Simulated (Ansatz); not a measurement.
# CH₆Ge (triplet): B2PLYP, RPA-PBE over a scan of the distance Ge1–H5 along a hydrogen transfer, cc-pVDZ

How well do these functionals follow the top wave-function level for CH₆Ge (triplet) over a scan of the distance Ge1–H5 along a hydrogen transfer?

Program: Ansatz 0.2.0, Gaussian basis. Level of theory: cc-pVDZ, all electrons in the functionals, frozen cores in the correlation of double hybrids and RPA. These are calculated values, not measurements.

Plan: B2PLYP, RPA-PBE, at 1.534 Å; 1.637 Å; 1.841 Å; 2.046 Å; 2.251 Å.

## 1. What is computed

The geometry derives from fragments relaxed apart (PBE0/def2-TZVP) and kept rigid, so it is no stationary point. A hydrogen atom is moved between rigid fragments. No spin-orbit coupling is included. The filled d shell of Ge may be among the frozen orbitals whatever the setting's name suggests; the logs give the count.

8 atoms, charge 0, spin multiplicity 3.

Atoms are counted from 1 here; the program's logs count them from 0.

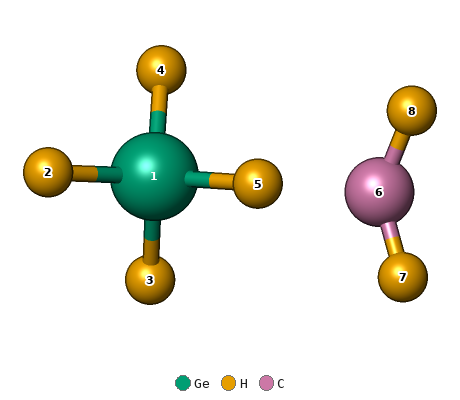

The geometry (germanium teal, hydrogen amber, carbon pink); atoms are numbered from 1 in the order of the file.

Geometry (Å):

| atom | x (Å) | y (Å) | z (Å) |
| --- | --- | --- | --- |
| Ge1 | -0.5259 | 0.0000 | 0.0000 |
| H2 | -1.0374 | 1.4466 | 0.0000 |
| H3 | -1.0373 | -0.7233 | 1.2528 |
| H4 | -1.0374 | -0.7233 | -1.2528 |
| H5 | 1.0084 | 0.0000 | 0.0000 |
| C6 | 2.8151 | 0.0000 | 0.0000 |
| H7 | 3.2296 | 0.0000 | 0.9962 |
| H8 | 3.2296 | 0.0000 | -0.9962 |

No dispersion term is added.

The geometry shown and the zero of energy belong to the point 1.534 Å. The yardstick, UCCSDT(Q), and other wave-function levels (R restricted, U unrestricted, valence and pair active spaces) come from earlier runs.

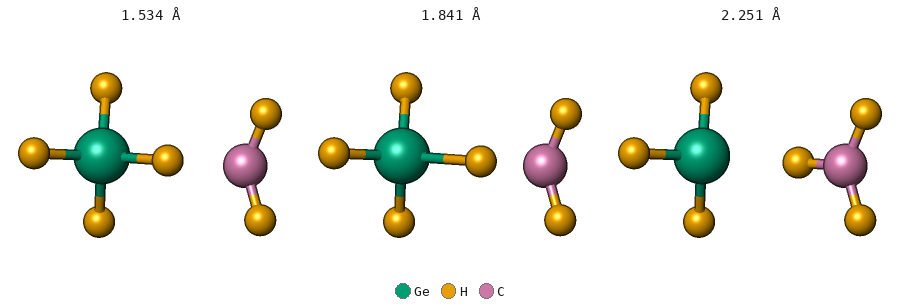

Three points of the scan; sticks are drawn by distance.

## 2. B2PLYP, 1.534 Å

File in.yaml:

```yaml
crystal:
  periodic: [false, false, false]
  atoms:
    - {symbol: Ge, position_ang: [-0.525901, 0.000000, 0.000000]}
    - {symbol: H, position_ang: [-1.037351, 1.446599, 0.000001]}
    - {symbol: H, position_ang: [-1.037350, -0.723300, 1.252791]}
    - {symbol: H, position_ang: [-1.037351, -0.723299, -1.252792]}
    - {symbol: H, position_ang: [1.008449, 0.000000, 0.000000]}
    - {symbol: C, position_ang: [2.815099, 0.000000, 0.000000]}
    - {symbol: H, position_ang: [3.229567, 0.000000, 0.996161]}
    - {symbol: H, position_ang: [3.229567, 0.000000, -0.996161]}
basis:
  gaussian: {orbitals: cc-pVDZ}
magnetization: {spin_polarized: true, initial_magnetization: 2}
hamiltonian: {xc: {name: B2PLYP}}
correlation: {electrons: outside_noble_gas}
```

Run with:

```sh
> ansatz run in.yaml --threads 1 --pin off --events-out ev --progress --plain --max-ram 2816MiB --backend cpu
```

The program printed:

```text
Functional definition: B2PLYP
  name "B2PLYP"
  cite "Grimme, J. Chem. Phys. 124, 034108 (2006) doi:10.1063/1.2148954"
  cite "Becke, Phys. Rev. A 38, 3098 (1988) doi:10.1103/PhysRevA.38.3098"
  cite "Lee, Yang & Parr, Phys. Rev. B 37, 785 (1988) doi:10.1103/PhysRevB.37.785"
  parameter a = 0.53
  parameter c = 0.27
  exchange = (1 - a)*b88_x + a*exact_x
  correlation = (1 - c)*lyp_c + c*(mp2_os + mp2_ss)
718 factors; integrals over basis functions are off by at most 1.3e-3 eV
mean field evaluation 1: about -57631.2127 eV, gradient 1.2e1 eV
mean field evaluation 2: about -57631.2389 eV, gradient 1.2e1 eV
mean field evaluation 4: about -57632.3389 eV, gradient 1.3e0 eV
mean field evaluation 8: about -57632.3703 eV, gradient 2.9e-2 eV
mean field evaluation 16: about -57632.3703 eV, gradient 6.0e-5 eV
mean field -57632.37028698 eV, -2117.9505434229 hartree, gradient 3.6e-6 eV, S^2 2.012858; 0 other end points of the search recorded, 0 dependent functions left out
15 core orbitals not correlated: weight in the atoms' cores, before any rotation towards them, 0.999 or more for the frozen orbitals, at most 0.001 for the correlated occupied ones
reference -57632.37044945 eV, -2117.9505493934 hartree; 8, 6 occupied and 48, 50 virtual orbitals, 718 factors
second order -7.19747435 eV of doubles, -0.00000000 eV of singles
Total energy: -57634.31376752 eV, -2118.0219650154 hartree
```

Run time: 2.7 s. Hardware: 1 thread of AMD EPYC 7R13, shared host.

From the report: ⟨S²⟩ of the determinant 2.013 (pure triplet: 2.00).

## 3. B2PLYP, 1.637 Å

File in.yaml:

```yaml
crystal:
  periodic: [false, false, false]
  atoms:
    - {symbol: Ge, position_ang: [-0.527041, 0.000000, 0.000000]}
    - {symbol: H, position_ang: [-1.038492, 1.446599, 0.000001]}
    - {symbol: H, position_ang: [-1.038491, -0.723300, 1.252791]}
    - {symbol: H, position_ang: [-1.038491, -0.723299, -1.252792]}
    - {symbol: H, position_ang: [1.109959, 0.000000, 0.000000]}
    - {symbol: C, position_ang: [2.813959, 0.000000, 0.000000]}
    - {symbol: H, position_ang: [3.228427, 0.000000, 0.996161]}
    - {symbol: H, position_ang: [3.228426, 0.000000, -0.996161]}
basis:
  gaussian: {orbitals: cc-pVDZ}
magnetization: {spin_polarized: true, initial_magnetization: 2}
hamiltonian: {xc: {name: B2PLYP}}
correlation: {electrons: outside_noble_gas}
```

Same command.

The program printed (excerpt; [...] marks lines left out):

```text
Functional definition: B2PLYP
  name "B2PLYP"
  cite "Grimme, J. Chem. Phys. 124, 034108 (2006) doi:10.1063/1.2148954"
  cite "Becke, Phys. Rev. A 38, 3098 (1988) doi:10.1103/PhysRevA.38.3098"
  cite "Lee, Yang & Parr, Phys. Rev. B 37, 785 (1988) doi:10.1103/PhysRevB.37.785"
[...]
718 factors; integrals over basis functions are off by at most 1.4e-3 eV
[...]
mean field -57632.36029034 eV, -2117.9501760531 hartree, gradient 4.6e-6 eV, S^2 2.018082; 0 other end points of the search recorded, 0 dependent functions left out
15 core orbitals not correlated: weight in the atoms' cores, before any rotation towards them, 0.999 or more for the frozen orbitals, at most 0.001 for the correlated occupied ones
reference -57632.36045262 eV, -2117.9501820167 hartree; 8, 6 occupied and 48, 50 virtual orbitals, 718 factors
second order -7.31161917 eV of doubles, -0.00000000 eV of singles
Total energy: -57634.33458979 eV, -2118.0227302197 hartree
```

It took 2.9 s on 1 thread of AMD EPYC 7R13, shared host.

From the report: ⟨S²⟩ of the determinant 2.018 (pure triplet: 2.00).

From 1.534 Å: -0.021 eV.

## 4. B2PLYP, 1.841 Å

File in.yaml:

```yaml
crystal:
  periodic: [false, false, false]
  atoms:
    - {symbol: Ge, position_ang: [-0.529309, 0.000000, 0.000000]}
    - {symbol: H, position_ang: [-1.040759, 1.446599, 0.000001]}
    - {symbol: H, position_ang: [-1.040758, -0.723300, 1.252791]}
    - {symbol: H, position_ang: [-1.040759, -0.723299, -1.252792]}
    - {symbol: H, position_ang: [1.311691, 0.000000, 0.000000]}
    - {symbol: C, position_ang: [2.811691, 0.000000, 0.000000]}
    - {symbol: H, position_ang: [3.226160, 0.000000, 0.996161]}
    - {symbol: H, position_ang: [3.226159, 0.000000, -0.996161]}
basis:
  gaussian: {orbitals: cc-pVDZ}
magnetization: {spin_polarized: true, initial_magnetization: 2}
hamiltonian: {xc: {name: B2PLYP}}
correlation: {electrons: outside_noble_gas}
```

Same command.

The program printed (excerpt; [...] marks lines left out):

```text
Functional definition: B2PLYP
  name "B2PLYP"
  cite "Grimme, J. Chem. Phys. 124, 034108 (2006) doi:10.1063/1.2148954"
  cite "Becke, Phys. Rev. A 38, 3098 (1988) doi:10.1103/PhysRevA.38.3098"
  cite "Lee, Yang & Parr, Phys. Rev. B 37, 785 (1988) doi:10.1103/PhysRevB.37.785"
[...]
716 factors; integrals over basis functions are off by at most 1.4e-3 eV
[...]
mean field -57632.39001659 eV, -2117.9512684728 hartree, gradient 3.3e-6 eV, S^2 2.029707; 0 other end points of the search recorded, 0 dependent functions left out
15 core orbitals not correlated: weight in the atoms' cores, before any rotation towards them, 0.999 or more for the frozen orbitals, at most 0.001 for the correlated occupied ones
reference -57632.39017892 eV, -2117.9512744381 hartree; 8, 6 occupied and 48, 50 virtual orbitals, 716 factors
second order -7.54338063 eV of doubles, -0.00000000 eV of singles
Total energy: -57634.42689169 eV, -2118.0261222518 hartree
```

Run time: 2.7 s. Hardware: 1 thread of AMD EPYC 7R13, shared host.

From the report: ⟨S²⟩ of the determinant 2.030 (pure triplet: 2.00).

From 1.534 Å: -0.113 eV.

## 5. B2PLYP, 2.046 Å

File in.yaml:

```yaml
crystal:
  periodic: [false, false, false]
  atoms:
    - {symbol: Ge, position_ang: [-0.531587, 0.000000, 0.000000]}
    - {symbol: H, position_ang: [-1.043037, 1.446599, 0.000001]}
    - {symbol: H, position_ang: [-1.043036, -0.723300, 1.252791]}
    - {symbol: H, position_ang: [-1.043037, -0.723299, -1.252792]}
    - {symbol: H, position_ang: [1.514413, 0.000000, 0.000000]}
    - {symbol: C, position_ang: [2.809413, 0.000000, 0.000000]}
    - {symbol: H, position_ang: [3.223881, 0.000000, 0.996161]}
    - {symbol: H, position_ang: [3.223881, 0.000000, -0.996161]}
basis:
  gaussian: {orbitals: cc-pVDZ}
magnetization: {spin_polarized: true, initial_magnetization: 2}
hamiltonian: {xc: {name: B2PLYP}}
correlation: {electrons: outside_noble_gas}
```

The command is unchanged.

The program printed (excerpt; [...] marks lines left out):

```text
Functional definition: B2PLYP
  name "B2PLYP"
  cite "Grimme, J. Chem. Phys. 124, 034108 (2006) doi:10.1063/1.2148954"
  cite "Becke, Phys. Rev. A 38, 3098 (1988) doi:10.1103/PhysRevA.38.3098"
  cite "Lee, Yang & Parr, Phys. Rev. B 37, 785 (1988) doi:10.1103/PhysRevB.37.785"
[...]
715 factors; integrals over basis functions are off by at most 1.8e-3 eV
[...]
mean field -57632.85682274 eV, -2117.9684232823 hartree, gradient 3.3e-6 eV, S^2 2.018570; 0 other end points of the search recorded, 0 dependent functions left out
15 core orbitals not correlated: weight in the atoms' cores, before any rotation towards them, 0.999 or more for the frozen orbitals, at most 0.001 for the correlated occupied ones
reference -57632.85698548 eV, -2117.9684292629 hartree; 8, 6 occupied and 48, 50 virtual orbitals, 715 factors
second order -7.59281206 eV of doubles, -0.00000000 eV of singles
Total energy: -57634.90704474 eV, -2118.0437675510 hartree
```

Run time: 2.8 s. Hardware: 1 thread of AMD EPYC 7R13, shared host.

From the report: ⟨S²⟩ of the determinant 2.019 (pure triplet: 2.00).

From 1.534 Å: -0.593 eV.

## 6. B2PLYP, 2.251 Å

File in.yaml:

```yaml
crystal:
  periodic: [false, false, false]
  atoms:
    - {symbol: Ge, position_ang: [-0.533865, 0.000000, 0.000000]}
    - {symbol: H, position_ang: [-1.045315, 1.446599, 0.000001]}
    - {symbol: H, position_ang: [-1.045315, -0.723300, 1.252791]}
    - {symbol: H, position_ang: [-1.045315, -0.723299, -1.252792]}
    - {symbol: H, position_ang: [1.717135, 0.000000, 0.000000]}
    - {symbol: C, position_ang: [2.807135, 0.000000, 0.000000]}
    - {symbol: H, position_ang: [3.221603, 0.000000, 0.996161]}
    - {symbol: H, position_ang: [3.221603, 0.000000, -0.996161]}
basis:
  gaussian: {orbitals: cc-pVDZ}
magnetization: {spin_polarized: true, initial_magnetization: 2}
hamiltonian: {xc: {name: B2PLYP}}
correlation: {electrons: outside_noble_gas}
```

Same command.

The program printed (excerpt; [...] marks lines left out):

```text
Functional definition: B2PLYP
  name "B2PLYP"
  cite "Grimme, J. Chem. Phys. 124, 034108 (2006) doi:10.1063/1.2148954"
  cite "Becke, Phys. Rev. A 38, 3098 (1988) doi:10.1103/PhysRevA.38.3098"
  cite "Lee, Yang & Parr, Phys. Rev. B 37, 785 (1988) doi:10.1103/PhysRevB.37.785"
[...]
714 factors; integrals over basis functions are off by at most 1.4e-3 eV
[...]
mean field -57633.27111395 eV, -2117.9836482033 hartree, gradient 2.6e-6 eV, S^2 2.009672; 0 other end points of the search recorded, 0 dependent functions left out
15 core orbitals not correlated: weight in the atoms' cores, before any rotation towards them, 0.999 or more for the frozen orbitals, at most 0.001 for the correlated occupied ones
reference -57633.27127683 eV, -2117.9836541892 hartree; 8, 6 occupied and 48, 50 virtual orbitals, 714 factors
second order -7.45268431 eV of doubles, -0.00000000 eV of singles
Total energy: -57635.28350159 eV, -2118.0576020853 hartree
```

Run time: 2.7 s. Hardware: 1 thread of AMD EPYC 7R13, shared host.

From the report: ⟨S²⟩ of the determinant 2.010 (pure triplet: 2.00).

From 1.534 Å: -0.970 eV.

## 7. RPA-PBE, 1.534 Å

File in.yaml:

```yaml
crystal:
  periodic: [false, false, false]
  atoms:
    - {symbol: Ge, position_ang: [-0.525901, 0.000000, 0.000000]}
    - {symbol: H, position_ang: [-1.037351, 1.446599, 0.000001]}
    - {symbol: H, position_ang: [-1.037350, -0.723300, 1.252791]}
    - {symbol: H, position_ang: [-1.037351, -0.723299, -1.252792]}
    - {symbol: H, position_ang: [1.008449, 0.000000, 0.000000]}
    - {symbol: C, position_ang: [2.815099, 0.000000, 0.000000]}
    - {symbol: H, position_ang: [3.229567, 0.000000, 0.996161]}
    - {symbol: H, position_ang: [3.229567, 0.000000, -0.996161]}
basis:
  gaussian: {orbitals: cc-pVDZ}
magnetization: {spin_polarized: true, initial_magnetization: 2}
hamiltonian: {xc: {name: PBE}}
correlation: {method: rpa, electrons: outside_noble_gas}
```

The command is unchanged.

The program printed (excerpt; [...] marks lines left out):

```text
Functional definition: PBE
  name "PBE"
  cite "Perdew, Burke & Ernzerhof, Phys. Rev. Lett. 77, 3865 (1996) doi:10.1103/PhysRevLett.77.3865"
  parent pbe
[...]
718 factors; integrals over basis functions are off by at most 1.3e-3 eV
[...]
mean field -57636.77119655 eV, -2118.1122738666 hartree, gradient 1.1e-6 eV, S^2 2.006622; 0 other end points of the search recorded, 0 dependent functions left out
15 core orbitals not correlated: weight in the atoms' cores, before any rotation towards them, 0.998 or more for the frozen orbitals, at most 0.001 for the correlated occupied ones
reference -57593.40576794 eV, -2116.5186237593 hartree; 8, 6 occupied and 48, 50 virtual orbitals, 718 factors
Total energy: -57605.57782759 eV, -2116.9659387010 hartree
```

It took 2.1 s on 1 thread of AMD EPYC 7R13, shared host.

From the report: ⟨S²⟩ of the determinant 2.007 (pure triplet: 2.00).

## 8. RPA-PBE, 1.637 Å

File in.yaml:

```yaml
crystal:
  periodic: [false, false, false]
  atoms:
    - {symbol: Ge, position_ang: [-0.527041, 0.000000, 0.000000]}
    - {symbol: H, position_ang: [-1.038492, 1.446599, 0.000001]}
    - {symbol: H, position_ang: [-1.038491, -0.723300, 1.252791]}
    - {symbol: H, position_ang: [-1.038491, -0.723299, -1.252792]}
    - {symbol: H, position_ang: [1.109959, 0.000000, 0.000000]}
    - {symbol: C, position_ang: [2.813959, 0.000000, 0.000000]}
    - {symbol: H, position_ang: [3.228427, 0.000000, 0.996161]}
    - {symbol: H, position_ang: [3.228426, 0.000000, -0.996161]}
basis:
  gaussian: {orbitals: cc-pVDZ}
magnetization: {spin_polarized: true, initial_magnetization: 2}
hamiltonian: {xc: {name: PBE}}
correlation: {method: rpa, electrons: outside_noble_gas}
```

Same command.

The program printed (excerpt; [...] marks lines left out):

```text
Functional definition: PBE
  name "PBE"
  cite "Perdew, Burke & Ernzerhof, Phys. Rev. Lett. 77, 3865 (1996) doi:10.1103/PhysRevLett.77.3865"
  parent pbe
[...]
718 factors; integrals over basis functions are off by at most 1.4e-3 eV
[...]
mean field -57636.86339450 eV, -2118.1156620786 hartree, gradient 8.6e-6 eV, S^2 2.007626; 0 other end points of the search recorded, 0 dependent functions left out
15 core orbitals not correlated: weight in the atoms' cores, before any rotation towards them, 0.998 or more for the frozen orbitals, at most 0.001 for the correlated occupied ones
reference -57593.28232160 eV, -2116.5140871901 hartree; 8, 6 occupied and 48, 50 virtual orbitals, 718 factors
Total energy: -57605.59369374 eV, -2116.9665217712 hartree
```

Run time: 2.2 s. Hardware: 1 thread of AMD EPYC 7R13, shared host.

From the report: ⟨S²⟩ of the determinant 2.008 (pure triplet: 2.00).

From 1.534 Å: -0.016 eV.

## 9. RPA-PBE, 1.841 Å

File in.yaml:

```yaml
crystal:
  periodic: [false, false, false]
  atoms:
    - {symbol: Ge, position_ang: [-0.529309, 0.000000, 0.000000]}
    - {symbol: H, position_ang: [-1.040759, 1.446599, 0.000001]}
    - {symbol: H, position_ang: [-1.040758, -0.723300, 1.252791]}
    - {symbol: H, position_ang: [-1.040759, -0.723299, -1.252792]}
    - {symbol: H, position_ang: [1.311691, 0.000000, 0.000000]}
    - {symbol: C, position_ang: [2.811691, 0.000000, 0.000000]}
    - {symbol: H, position_ang: [3.226160, 0.000000, 0.996161]}
    - {symbol: H, position_ang: [3.226159, 0.000000, -0.996161]}
basis:
  gaussian: {orbitals: cc-pVDZ}
magnetization: {spin_polarized: true, initial_magnetization: 2}
hamiltonian: {xc: {name: PBE}}
correlation: {method: rpa, electrons: outside_noble_gas}
```

Launched as before.

The program printed (excerpt; [...] marks lines left out):

```text
Functional definition: PBE
  name "PBE"
  cite "Perdew, Burke & Ernzerhof, Phys. Rev. Lett. 77, 3865 (1996) doi:10.1103/PhysRevLett.77.3865"
  parent pbe
[...]
716 factors; integrals over basis functions are off by at most 1.4e-3 eV
[...]
mean field -57637.05285416 eV, -2118.1226245926 hartree, gradient 6.8e-6 eV, S^2 2.008969; 0 other end points of the search recorded, 0 dependent functions left out
15 core orbitals not correlated: weight in the atoms' cores, before any rotation towards them, 0.998 or more for the frozen orbitals, at most 0.001 for the correlated occupied ones
reference -57593.16859773 eV, -2116.5099079148 hartree; 8, 6 occupied and 48, 50 virtual orbitals, 716 factors
Total energy: -57605.69082966 eV, -2116.9700914503 hartree
```

Wall time 2.2 s (1 thread of AMD EPYC 7R13, shared host).

From the report: ⟨S²⟩ of the determinant 2.009 (pure triplet: 2.00).

From 1.534 Å: -0.113 eV.

## 10. RPA-PBE, 2.046 Å

File in.yaml:

```yaml
crystal:
  periodic: [false, false, false]
  atoms:
    - {symbol: Ge, position_ang: [-0.531587, 0.000000, 0.000000]}
    - {symbol: H, position_ang: [-1.043037, 1.446599, 0.000001]}
    - {symbol: H, position_ang: [-1.043036, -0.723300, 1.252791]}
    - {symbol: H, position_ang: [-1.043037, -0.723299, -1.252792]}
    - {symbol: H, position_ang: [1.514413, 0.000000, 0.000000]}
    - {symbol: C, position_ang: [2.809413, 0.000000, 0.000000]}
    - {symbol: H, position_ang: [3.223881, 0.000000, 0.996161]}
    - {symbol: H, position_ang: [3.223881, 0.000000, -0.996161]}
basis:
  gaussian: {orbitals: cc-pVDZ}
magnetization: {spin_polarized: true, initial_magnetization: 2}
hamiltonian: {xc: {name: PBE}}
correlation: {method: rpa, electrons: outside_noble_gas}
```

Launched as before.

The program printed (excerpt; [...] marks lines left out):

```text
Functional definition: PBE
  name "PBE"
  cite "Perdew, Burke & Ernzerhof, Phys. Rev. Lett. 77, 3865 (1996) doi:10.1103/PhysRevLett.77.3865"
  parent pbe
[...]
715 factors; integrals over basis functions are off by at most 1.8e-3 eV
[...]
mean field -57637.47430565 eV, -2118.1381126495 hartree, gradient 9.0e-6 eV, S^2 2.006986; 0 other end points of the search recorded, 0 dependent functions left out
15 core orbitals not correlated: weight in the atoms' cores, before any rotation towards them, 0.998 or more for the frozen orbitals, at most 0.001 for the correlated occupied ones
reference -57593.69792605 eV, -2116.5293603719 hartree; 8, 6 occupied and 48, 50 virtual orbitals, 715 factors
Total energy: -57606.17600188 eV, -2116.9879212007 hartree
```

Wall time 2.1 s (1 thread of AMD EPYC 7R13, shared host).

From the report: ⟨S²⟩ of the determinant 2.007 (pure triplet: 2.00).

From 1.534 Å: -0.598 eV.

## 11. RPA-PBE, 2.251 Å

File in.yaml:

```yaml
crystal:
  periodic: [false, false, false]
  atoms:
    - {symbol: Ge, position_ang: [-0.533865, 0.000000, 0.000000]}
    - {symbol: H, position_ang: [-1.045315, 1.446599, 0.000001]}
    - {symbol: H, position_ang: [-1.045315, -0.723300, 1.252791]}
    - {symbol: H, position_ang: [-1.045315, -0.723299, -1.252792]}
    - {symbol: H, position_ang: [1.717135, 0.000000, 0.000000]}
    - {symbol: C, position_ang: [2.807135, 0.000000, 0.000000]}
    - {symbol: H, position_ang: [3.221603, 0.000000, 0.996161]}
    - {symbol: H, position_ang: [3.221603, 0.000000, -0.996161]}
basis:
  gaussian: {orbitals: cc-pVDZ}
magnetization: {spin_polarized: true, initial_magnetization: 2}
hamiltonian: {xc: {name: PBE}}
correlation: {method: rpa, electrons: outside_noble_gas}
```

Launched as before.

The program printed (excerpt; [...] marks lines left out):

```text
Functional definition: PBE
  name "PBE"
  cite "Perdew, Burke & Ernzerhof, Phys. Rev. Lett. 77, 3865 (1996) doi:10.1103/PhysRevLett.77.3865"
  parent pbe
[...]
714 factors; integrals over basis functions are off by at most 1.4e-3 eV
[...]
mean field -57637.72755678 eV, -2118.1474194569 hartree, gradient 2.1e-6 eV, S^2 2.005230; 0 other end points of the search recorded, 0 dependent functions left out
15 core orbitals not correlated: weight in the atoms' cores, before any rotation towards them, 0.998 or more for the frozen orbitals, at most 0.001 for the correlated occupied ones
reference -57594.25938689 eV, -2116.5499936771 hartree; 8, 6 occupied and 48, 50 virtual orbitals, 714 factors
Total energy: -57606.54492576 eV, -2117.0014789032 hartree
```

Run time: 2.1 s. Hardware: 1 thread of AMD EPYC 7R13, shared host.

From the report: ⟨S²⟩ of the determinant 2.005 (pure triplet: 2.00).

From 1.534 Å: -0.967 eV.

## 12. The comparison

The yardstick is UCCSDT(Q), where the cluster series has nearly closed. It comes from earlier runs at the same points. Energies in eV, counted from 1.534 Å; blanks weren't run or aren't comparable.

| level | 1.534 Å | 1.637 Å | 1.841 Å | 2.046 Å | 2.251 Å |
| --- | --- | --- | --- | --- | --- |
| UCCSDT(Q) | 0.000 | 0.003 | -0.048 | -0.528 | -0.912 |
| B2PLYP | 0.000 | -0.021 | -0.113 | -0.593 | -0.970 |
| RPA-PBE | 0.000 | -0.016 | -0.113 | -0.598 | -0.967 |

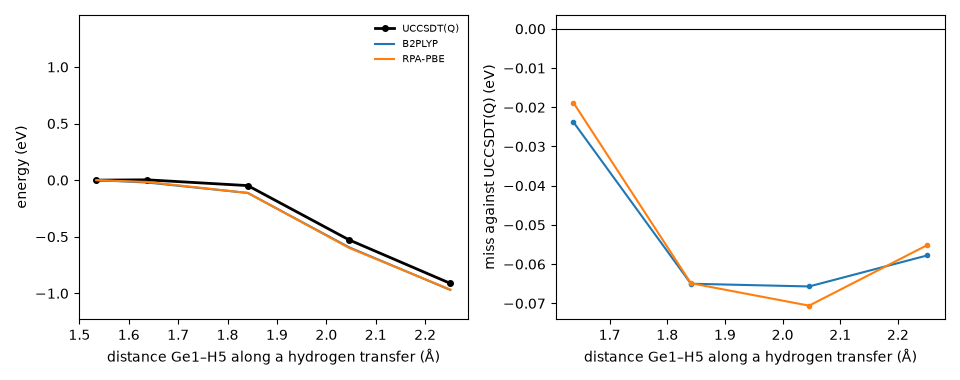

Left: the curves (the axis may cut off levels that run far away). Right: misses against UCCSDT(Q), in the same colours.

Largest miss and mean time a point (UCCSDT(Q) took 6.2 s a point; shared hosts):

| level | largest miss (eV) | where | time a point |
| --- | --- | --- | --- |
| B2PLYP | -0.066 | 2.046 Å | 2.8 s |
| RPA-PBE | -0.071 | 2.046 Å | 2.1 s |

## 13. What came out

| quantity | value |
| --- | --- |
| span of the UCCSDT(Q) curve | 0.915 eV |
| largest miss, B2PLYP | -0.066 eV (2.046 Å) |
| largest miss, RPA-PBE | -0.071 eV (2.046 Å) |

**Reading.** Of the functionals, B2PLYP keep the smallest largest miss at the points compared (at most 0.066 eV) and RPA-PBE strays most (0.071 eV, at 2.046 Å). Functionals and the yardstick converge differently with the basis, so part of each miss in cc-pVDZ is the basis.
